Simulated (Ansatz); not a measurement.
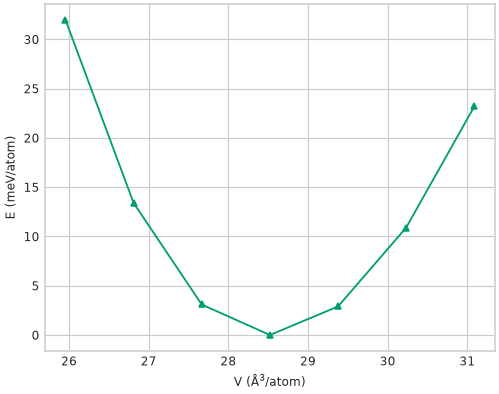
Fig. 1. SrCl$_{2}$ (fluorite, Fm-3m) under volume change, DFT-r²SCAN in the program Ansatz with PAW potentials, scaled uniformly.

Task: What does a third-order Birch–Murnaghan fit give for V₀, B₀ and B′?

Result: V₀ = 28.52 Å³/atom, B₀ = 37.5 GPa, B′ = 4.5.

The cell was relaxed with r²SCAN under the symmetry of its start; phonons on a q-mesh show no instability.

Potentials: the later of the program's two PAW sets.
